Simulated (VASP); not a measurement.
Band structure of LiCl (space group Fm-3m). Level of theory: PBE GGA, VASP's PBE PAW potentials (set 64) (plane waves; VASP).

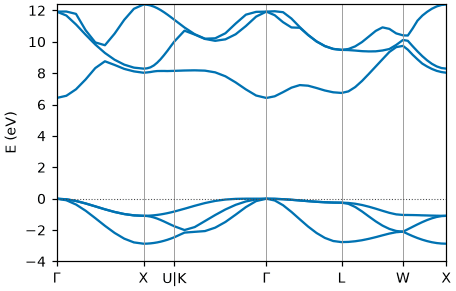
Bands along high-symmetry lines, zero at the valence-band maximum or, without a gap, the Fermi level

Read the plot: is there a gap, and where are the band edges?

The gap is indirect, 6.42 eV, from the valence maximum at K-Γ at 0.78 to the conduction minimum at Γ.

The structure is a typed LiCl crystal (Fm-3m). The cell was not relaxed at this level.
